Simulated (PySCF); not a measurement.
**Atomic calculation, with input and output: Pm**

- system: Pm, configuration 1s2 2s2 2p6 3s2 3p6 3d10 4s2 4p6 4d10 4f5 5s2 5p6 6s1 7s1, multiplicity 8.
- method: unrestricted wB97X-V, cc-pVDZ-X2C, spin-free X2C-1e, Gaussian nucleus (PySCF)

### Summary

```tsv
quantity	value
outcome	converged
total energy	−10019.4654 hartree
⟨S²⟩	15.752
⟨L²⟩	24.01
SCF iterations	14
hardware	1 CPU thread, shared host
CPU time	13 s (integrals apart)
```

### Notes

This is not the ground configuration of the species. ⟨L²⟩ departs from that of the intended term, so the determinant mixes terms.

### Input file
```python
from pyscf import gto, scf, dft, mp, cc
import basis_set_exchange as bse
mol = gto.M(atom="Pm 0 0 0", charge=0, spin=7, symmetry="D2h",
            basis=gto.basis.parse(bse.get_basis("cc-pVDZ-X2C", elements=["Pm"], fmt="nwchem")),
            nucmod="G")
mf = dft.UKS(mol, xc="WB97X_V").sfx2c1e()
mf.irrep_nelec = {'Ag': (11, 9), 'B1g': (2, 2), 'B2g': (2, 2), 'B3g': (2, 2), 'Au': (1, 0), 'B1u': (6, 4), 'B2u': (6, 4), 'B3u': (4, 4)}
mf.kernel()
```

The script is an equivalent of what the driver set up; the driver started from orbitals of its own, so the log can be shorter than this script's would be, and it computed the properties (radii, ⟨L²⟩, response) afterwards. It held the occupations shell by shell, which the script's counts by irreducible representation don't always enforce.

### Output (extracts)
```
damping factor = 0
level_shift factor = 0
DIIS = <class 'pyscf.scf.diis.CDIIS'>
diis_start_cycle = 1
diis_space = 10
diis_damp = 0
SCF conv_tol = 1e-09
SCF conv_tol_grad = None
number electrons alpha = 34  beta = 27
XC functionals = WB97X_V
    N. Mardirossian and M. Head-Gordon.,  Phys. Chem. Chem. Phys. 16, 9904-9924 (2014)
NLC functional = WB97X_V
cycle= 1 E= -10019.4641806665  delta_E= -0.0122  |g|= 0.0869  |ddm|= 0.702
cycle= 2 E= -10019.4646717331  delta_E= -0.000491  |g|= 0.0758  |ddm|= 0.279
cycle= 3 E= -10019.4664042449  delta_E= -0.00173  |g|= 0.0153  |ddm|= 0.301
cycle= 4 E= -10019.4717789579  delta_E= -0.00537  |g|= 0.0255  |ddm|= 1.31
cycle= 5 E= -10019.4655482473  delta_E= 0.00623  |g|= 0.00498  |ddm|= 1.62
cycle= 6 E= -10019.4654189821  delta_E= 0.000129  |g|= 0.00181  |ddm|= 0.231
cycle= 7 E= -10019.4654247006  delta_E= -5.72e-06  |g|= 0.000996  |ddm|= 0.0323
cycle= 8 E= -10019.4654459551  delta_E= -2.13e-05  |g|= 0.00173  |ddm|= 0.0527
cycle= 9 E= -10019.4654167866  delta_E= 2.92e-05  |g|= 0.000178  |ddm|= 0.0876
cycle= 10 E= -10019.4654168632  delta_E= -7.66e-08  |g|= 0.000131  |ddm|= 0.00357
cycle= 11 E= -10019.4654170244  delta_E= -1.61e-07  |g|= 8.68e-05  |ddm|= 0.00247
cycle= 12 E= -10019.4654170524  delta_E= -2.8e-08  |g|= 2.25e-05  |ddm|= 0.00342
cycle= 13 E= -10019.465417057  delta_E= -4.57e-09  |g|= 8.35e-06  |ddm|= 0.000683
cycle= 14 E= -10019.4654170574  delta_E= -4.2e-10  |g|= 2.05e-06  |ddm|= 0.000195
converged SCF energy = -10019.4654170574  <S^2> = 15.751857  2S+1 = 8.0004643
```

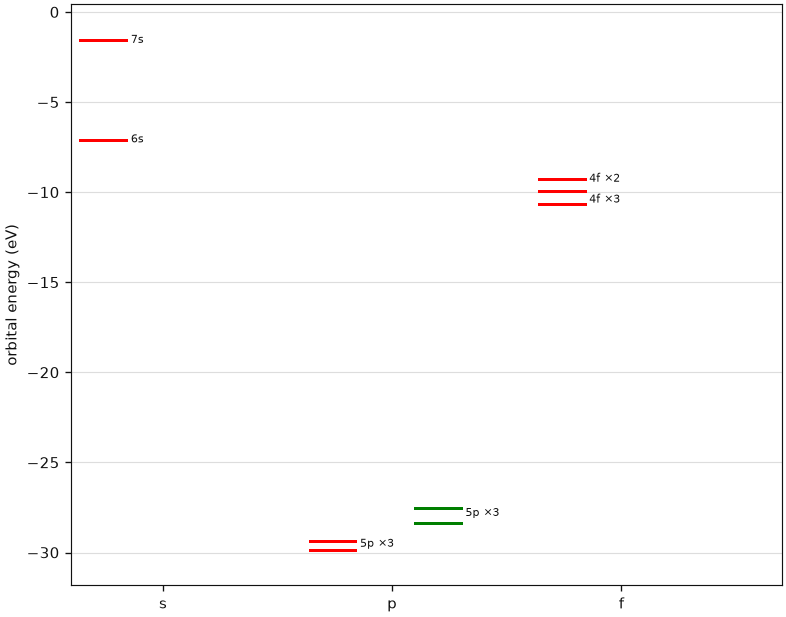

**Figure 1.** Orbital energies of the mean field, from the top down to −29.8 eV, by angular momentum, α spin at the left of each column and β at the right; ×n counts the orbitals under one label. The highest filled orbital is 7s α at −1.55 eV, the lowest empty one s β at −1.03 eV.
